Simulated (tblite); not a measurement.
## Geometry relaxation, with input and output: C5H10GeNP (part 4 of 4)

The same run, continued: C5H10GeNP, SMILES [PH2][GeH2][CH2]n1cccc1; GFN2-xTB geometry optimisation, gas phase (tblite 0.8.0). It belongs to a series of runs on one base structure; here: H on C replaced by N-pyrrolyl.

Geometry of the input (Å):
```
P  2.7684  1.4178  -0.0902
Ge 1.9892  -0.6644  0.2536
C  0.5341  -1.2099  -0.8533
N  -0.6706  -0.4321  -0.6052
C  -1.0791  0.7019  -1.1517
C  -2.2887  1.1022  -0.6226
C  -2.6319  0.1439  0.3286
C  -1.5937  -0.7968  0.3184
H  1.7762  2.4331  -0.2608
H  3.9179  1.5287  -0.9133
H  3.0944  -1.7599  0.1130
H  1.4806  -0.7514  1.7440
H  0.8386  -1.0560  -1.9151
H  0.3353  -2.3119  -0.7397
H  -0.5257  1.2354  -1.9278
H  -2.8711  1.9888  -0.8570
H  -3.5165  0.1306  0.9577
H  -1.5661  -1.6937  0.9451
```

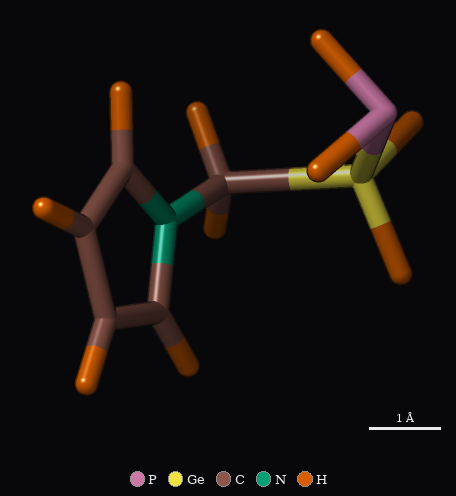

*The geometry at step 138 of the log (stick view, seen at a tilt).*

Trajectory as extended XYZ, continued
```
18
Properties=species:S:1:pos:R:3:forces:R:3 step=121 energy=-630.24532
P     2.5685    1.5459    0.2619    0.0020  -0.0030   0.0080
Ge    2.1168   -0.7074    0.2952   -0.0260   0.0080  -0.0130
C     0.5516   -1.2719   -0.8660    0.0160   0.0020   0.0050
N    -0.6065   -0.4665   -0.6421    0.0010  -0.0100  -0.0050
C    -0.9378    0.6587   -1.3278    0.0050  -0.0040  -0.0060
C    -2.0694    1.1922   -0.7715   -0.0070   0.0030  -0.0030
C    -2.4309    0.3600    0.3040    0.0060   0.0060   0.0030
C    -1.5045   -0.6469    0.3604    0.0000   0.0030  -0.0050
H     1.2401    1.8655    0.5082   -0.0110  -0.0070  -0.0060
H     2.3922    1.6246   -1.1138    0.0040   0.0000  -0.0010
H     3.3122   -1.5347   -0.1308    0.0140   0.0020   0.0040
H     1.8376   -1.1591    1.7110   -0.0030  -0.0050   0.0000
H     0.8452   -1.1989   -1.9155   -0.0030   0.0020  -0.0090
H     0.3153   -2.3160   -0.6565    0.0050  -0.0040  -0.0020
H    -0.3615    0.9842   -2.1737    0.0050  -0.0090   0.0090
H    -2.5804    2.0760   -1.0994   -0.0050   0.0000   0.0100
H    -3.2726    0.4872    0.9554   -0.0010   0.0020   0.0060
H    -1.4244   -1.4867    1.0245   -0.0030   0.0130   0.0040
18
Properties=species:S:1:pos:R:3:forces:R:3 step=124 energy=-630.24562
P     2.5440    1.5468    0.2731   -0.0090   0.0160   0.0010
Ge    2.1210   -0.7101    0.2891   -0.0090  -0.0060   0.0050
C     0.5523   -1.2779   -0.8645   -0.0040   0.0000  -0.0060
N    -0.6024   -0.4662   -0.6426   -0.0120  -0.0110  -0.0100
C    -0.9320    0.6564   -1.3338   -0.0080  -0.0060  -0.0040
C    -2.0615    1.1966   -0.7782    0.0110  -0.0060   0.0040
C    -2.4225    0.3711    0.3027    0.0020   0.0040   0.0010
C    -1.4997   -0.6386    0.3615    0.0030   0.0000   0.0020
H     1.2119    1.8450    0.5301    0.0040  -0.0040  -0.0110
H     2.3588    1.6328   -1.1014    0.0040   0.0060   0.0070
H     3.3256   -1.5192   -0.1469    0.0030   0.0010  -0.0020
H     1.8577   -1.1757    1.7039   -0.0080  -0.0050  -0.0050
H     0.8397   -1.2143   -1.9162    0.0120   0.0030  -0.0070
H     0.3132   -2.3195   -0.6457   -0.0010  -0.0020  -0.0030
H    -0.3584    0.9719   -2.1851    0.0080   0.0030   0.0090
H    -2.5714    2.0809   -1.1070    0.0060  -0.0060   0.0020
H    -3.2615    0.5029    0.9568   -0.0040   0.0080   0.0010
H    -1.4235   -1.4768    1.0276    0.0030   0.0050   0.0180
18
Properties=species:S:1:pos:R:3:forces:R:3 step=128 energy=-630.24610
P     2.5168    1.5518    0.2867    0.0040  -0.0250  -0.0050
Ge    2.1210   -0.7122    0.2810    0.0230   0.0120   0.0080
C     0.5511   -1.2870   -0.8680   -0.0130   0.0010  -0.0070
N    -0.6023   -0.4732   -0.6484   -0.0010   0.0140   0.0120
C    -0.9277    0.6488   -1.3422    0.0000   0.0030  -0.0050
C    -2.0490    1.2003   -0.7818   -0.0100   0.0010  -0.0050
C    -2.4095    0.3835    0.3055   -0.0010  -0.0070  -0.0030
C    -1.4930   -0.6321    0.3639   -0.0100  -0.0040   0.0040
H     1.1809    1.8213    0.5488   -0.0170   0.0160  -0.0100
H     2.3294    1.6517   -1.0864    0.0000   0.0070   0.0080
H     3.3352   -1.5083   -0.1579   -0.0160   0.0090  -0.0050
H     1.8675   -1.1843    1.6951   -0.0130  -0.0130   0.0030
H     0.8379   -1.2285   -1.9203    0.0050  -0.0030   0.0000
H     0.3088   -2.3261   -0.6424    0.0140  -0.0140  -0.0070
H    -0.3535    0.9573   -2.1953    0.0020   0.0070  -0.0070
H    -2.5578    2.0847   -1.1116    0.0130   0.0040  -0.0060
H    -3.2463    0.5240    0.9612    0.0130   0.0050   0.0030
H    -1.4184   -1.4653    1.0356    0.0070  -0.0130   0.0230
18
Properties=species:S:1:pos:R:3:forces:R:3 step=131 energy=-630.24654
P     2.4937    1.5514    0.2942    0.0030   0.0060   0.0150
Ge    2.1168   -0.7143    0.2798   -0.0230   0.0000   0.0000
C     0.5500   -1.2950   -0.8766    0.0170   0.0070   0.0220
N    -0.6017   -0.4793   -0.6559    0.0090   0.0070   0.0070
C    -0.9259    0.6424   -1.3511    0.0090   0.0040   0.0020
C    -2.0385    1.2030   -0.7824   -0.0040  -0.0030  -0.0110
C    -2.3945    0.3915    0.3105   -0.0040   0.0120  -0.0050
C    -1.4841   -0.6295    0.3656   -0.0040  -0.0010  -0.0070
H     1.1563    1.8132    0.5569   -0.0130   0.0090  -0.0010
H     2.3040    1.6624   -1.0767    0.0050  -0.0040  -0.0120
H     3.3418   -1.4962   -0.1497   -0.0070  -0.0040  -0.0150
H     1.8579   -1.1910    1.6924   -0.0100  -0.0080  -0.0100
H     0.8378   -1.2380   -1.9284    0.0050   0.0050  -0.0030
H     0.3087   -2.3338   -0.6494    0.0070  -0.0170  -0.0040
H    -0.3552    0.9465   -2.2088   -0.0090  -0.0050   0.0060
H    -2.5435    2.0905   -1.1099    0.0110  -0.0030  -0.0050
H    -3.2239    0.5431    0.9722    0.0000  -0.0050   0.0170
H    -1.4087   -1.4606    1.0409    0.0070   0.0020   0.0050
18
Properties=species:S:1:pos:R:3:forces:R:3 step=135 energy=-630.24712
P     2.4688    1.5517    0.2986   -0.0010   0.0120   0.0260
Ge    2.1067   -0.7164    0.2860    0.0170   0.0020   0.0180
C     0.5538   -1.2979   -0.8815   -0.0030  -0.0090  -0.0170
N    -0.5993   -0.4826   -0.6613    0.0020  -0.0100   0.0050
C    -0.9240    0.6394   -1.3557   -0.0060  -0.0120   0.0040
C    -2.0319    1.2042   -0.7821    0.0110  -0.0010   0.0170
C    -2.3825    0.3978    0.3161    0.0120  -0.0200   0.0040
C    -1.4760   -0.6276    0.3658    0.0080   0.0100   0.0100
H     1.1264    1.8065    0.5427   -0.0070   0.0080   0.0000
H     2.2964    1.6578   -1.0749    0.0050  -0.0090  -0.0140
H     3.3411   -1.4884   -0.1364   -0.0140  -0.0050  -0.0120
H     1.8379   -1.1994    1.6943   -0.0050  -0.0020  -0.0060
H     0.8505   -1.2303   -1.9309   -0.0150   0.0020   0.0080
H     0.3134   -2.3408   -0.6673    0.0020   0.0220  -0.0020
H    -0.3597    0.9398   -2.2182    0.0060   0.0000  -0.0120
H    -2.5316    2.0953   -1.1064   -0.0080   0.0060  -0.0120
H    -3.2026    0.5521    0.9893   -0.0050   0.0060  -0.0090
H    -1.3962   -1.4548    1.0456    0.0020   0.0030  -0.0060
18
Properties=species:S:1:pos:R:3:forces:R:3 step=138 energy=-630.24749
P     2.4421    1.5568    0.3129    0.0260  -0.0160   0.0100
Ge    2.1089   -0.7170    0.2864    0.0110   0.0040  -0.0150
C     0.5543   -1.3019   -0.8791    0.0070   0.0060  -0.0030
N    -0.5984   -0.4854   -0.6618    0.0140   0.0130   0.0030
C    -0.9203    0.6352   -1.3598   -0.0050   0.0020  -0.0090
C    -2.0240    1.2076   -0.7855   -0.0100  -0.0030   0.0020
C    -2.3755    0.4064    0.3162    0.0050  -0.0050   0.0140
C    -1.4719   -0.6210    0.3691    0.0120  -0.0060   0.0050
H     1.0952    1.7928    0.5435   -0.0300   0.0130  -0.0020
H     2.2841    1.6588   -1.0636    0.0020  -0.0010   0.0030
H     3.3468   -1.4738   -0.1546   -0.0160   0.0030  -0.0080
H     1.8524   -1.2233    1.6867   -0.0060  -0.0020   0.0230
H     0.8511   -1.2362   -1.9280   -0.0120  -0.0010  -0.0100
H     0.3138   -2.3437   -0.6623   -0.0010   0.0080   0.0000
H    -0.3578    0.9317   -2.2251    0.0050  -0.0110  -0.0050
H    -2.5237    2.0974   -1.1146    0.0050  -0.0040  -0.0040
H    -3.1938    0.5663    0.9903   -0.0040   0.0070  -0.0060
H    -1.3919   -1.4445    1.0528   -0.0020  -0.0080   0.0020
18
Properties=species:S:1:pos:R:3:forces:R:3 step=142 energy=-630.24804
P     2.4161    1.5581    0.3369    0.0020   0.0080   0.0100
Ge    2.1075   -0.7173    0.2838   -0.0160  -0.0030  -0.0020
C     0.5539   -1.3060   -0.8798   -0.0060   0.0040  -0.0010
N    -0.5969   -0.4879   -0.6600    0.0000   0.0030   0.0010
C    -0.9187    0.6286   -1.3639    0.0100   0.0020   0.0000
C    -2.0174    1.2088   -0.7878   -0.0060  -0.0090  -0.0120
C    -2.3670    0.4146    0.3197    0.0010   0.0060   0.0020
C    -1.4659   -0.6151    0.3753   -0.0060  -0.0040   0.0060
H     1.0603    1.7866    0.5280    0.0000  -0.0040   0.0010
H     2.2965    1.6660   -1.0428    0.0070   0.0030  -0.0050
H     3.3474   -1.4544   -0.1773    0.0110  -0.0090  -0.0020
H     1.8604   -1.2442    1.6798    0.0050   0.0010   0.0010
H     0.8418   -1.2423   -1.9314    0.0110  -0.0070   0.0010
H     0.3141   -2.3470   -0.6585   -0.0040   0.0070  -0.0040
H    -0.3553    0.9153   -2.2317   -0.0060   0.0060  -0.0120
H    -2.5137    2.0984   -1.1227   -0.0050  -0.0050   0.0080
H    -3.1838    0.5803    0.9941   -0.0020   0.0080   0.0020
H    -1.3880   -1.4364    1.0618    0.0030  -0.0070   0.0050
18
Properties=species:S:1:pos:R:3:forces:R:3 step=145 energy=-630.24817
P     2.4157    1.5593    0.3420    0.0100  -0.0050   0.0090
Ge    2.1062   -0.7166    0.2819    0.0130  -0.0030   0.0120
C     0.5532   -1.3050   -0.8797   -0.0060  -0.0050  -0.0050
N    -0.5975   -0.4878   -0.6582    0.0000   0.0030  -0.0030
C    -0.9189    0.6283   -1.3625   -0.0060   0.0020  -0.0060
C    -2.0192    1.2068   -0.7881    0.0000   0.0060   0.0060
C    -2.3677    0.4145    0.3210   -0.0060  -0.0070  -0.0030
C    -1.4667   -0.6155    0.3771    0.0000   0.0010  -0.0010
H     1.0579    1.7860    0.5157   -0.0120   0.0020   0.0040
H     2.3142    1.6703   -1.0388    0.0060   0.0020  -0.0080
H     3.3456   -1.4561   -0.1797    0.0040  -0.0010   0.0020
H     1.8592   -1.2447    1.6776    0.0050   0.0020   0.0010
H     0.8413   -1.2420   -1.9313    0.0020  -0.0020   0.0000
H     0.3134   -2.3457   -0.6586   -0.0010  -0.0060   0.0000
H    -0.3563    0.9144   -2.2311   -0.0040   0.0040  -0.0090
H    -2.5151    2.0969   -1.1218   -0.0090   0.0000   0.0010
H    -3.1855    0.5803    0.9942    0.0020   0.0060   0.0020
H    -1.3886   -1.4370    1.0638    0.0040   0.0020  -0.0010
18
Properties=species:S:1:pos:R:3:forces:R:3 step=149 energy=-630.24842
P     2.4192    1.5580    0.3489   -0.0010   0.0030  -0.0060
Ge    2.1045   -0.7170    0.2872   -0.0050   0.0010  -0.0080
C     0.5523   -1.2996   -0.8816    0.0240   0.0000   0.0140
N    -0.5992   -0.4844   -0.6577    0.0060  -0.0020  -0.0100
C    -0.9248    0.6324   -1.3597   -0.0110  -0.0060  -0.0070
C    -2.0270    1.2051   -0.7827   -0.0040   0.0020  -0.0040
C    -2.3724    0.4081    0.3238    0.0040   0.0090   0.0040
C    -1.4670   -0.6178    0.3783    0.0000  -0.0020  -0.0150
H     1.0561    1.7927    0.4699    0.0050  -0.0060   0.0040
H     2.3704    1.6619   -1.0363    0.0060   0.0020   0.0050
H     3.3441   -1.4611   -0.1676    0.0000   0.0020   0.0020
H     1.8477   -1.2435    1.6806    0.0030  -0.0030   0.0140
H     0.8440   -1.2324   -1.9316   -0.0060   0.0020  -0.0070
H     0.3152   -2.3417   -0.6643   -0.0120  -0.0060  -0.0030
H    -0.3664    0.9218   -2.2307   -0.0060  -0.0030   0.0140
H    -2.5292    2.0930   -1.1130    0.0010   0.0000  -0.0040
H    -3.1892    0.5723    0.9980   -0.0090  -0.0010   0.0110
H    -1.3869   -1.4417    1.0621    0.0070   0.0070  -0.0030
18
Properties=species:S:1:pos:R:3:forces:R:3 step=152 energy=-630.24856
P     2.4266    1.5573    0.3472   -0.0020   0.0010   0.0020
Ge    2.1011   -0.7164    0.2914   -0.0020  -0.0010   0.0020
C     0.5533   -1.2966   -0.8837   -0.0040   0.0010  -0.0020
N    -0.6002   -0.4835   -0.6595   -0.0040  -0.0020   0.0020
C    -0.9299    0.6341   -1.3584   -0.0010  -0.0030  -0.0010
C    -2.0321    1.2038   -0.7782   -0.0050  -0.0040  -0.0070
C    -2.3749    0.4033    0.3267    0.0040   0.0040   0.0040
C    -1.4673   -0.6210    0.3765   -0.0030  -0.0010   0.0000
H     1.0628    1.7980    0.4463    0.0050  -0.0020   0.0020
H     2.4010    1.6567   -1.0387    0.0020   0.0000   0.0000
H     3.3398   -1.4676   -0.1545   -0.0020   0.0010   0.0040
H     1.8342   -1.2340    1.6872    0.0050  -0.0030  -0.0010
H     0.8473   -1.2238   -1.9331   -0.0050  -0.0010   0.0030
H     0.3139   -2.3400   -0.6728    0.0030   0.0060  -0.0040
H    -0.3723    0.9269   -2.2281    0.0000   0.0050  -0.0020
H    -2.5364    2.0912   -1.1062    0.0000   0.0020  -0.0040
H    -3.1914    0.5640    1.0028    0.0030  -0.0040   0.0010
H    -1.3843   -1.4460    1.0584    0.0060   0.0010   0.0020
```

Key numbers

| quantity | value |
| --- | --- |
| outcome | converged |
| total energy | −630.2486 eV |
| hardware | 1 CPU thread, shared host |
| wall time | 1.2 s |
| peak memory | 0.18 GiB |
